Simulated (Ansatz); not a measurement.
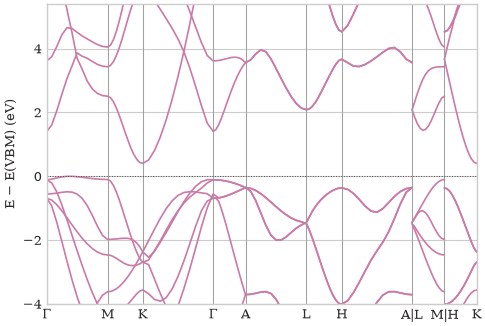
Figure. Band structure from plane-wave PAW PBE (Ansatz code)

Q: Read off the gap and where the band edges lie.

A: About 0.4 eV (0.40 eV by a search for the band edges); maximum on the Γ–M line, 38 % of the way from Γ, minimum at K.

Q: Pick the material that matches.
A. Ge3N4, P6_3/m (Ge on 6h, N on 2c, N on 6h)
B. ZnO, wurtzite
C. BeS, NiAs type
D. ZnS, NiAs type

A: D, ZnS, NiAs type

Space group P6_3/mmc (NiAs type). The start of the workflow was typed in or built on a structure type; neither database checked (COD, Materials Project) lists it. It is not the phase usual at ambient conditions (space group No. 186, 216). Symmetry was held in the PBE relaxation; its stability against distortions is not shown here.

Potentials: the earlier of the program's two PAW sets.
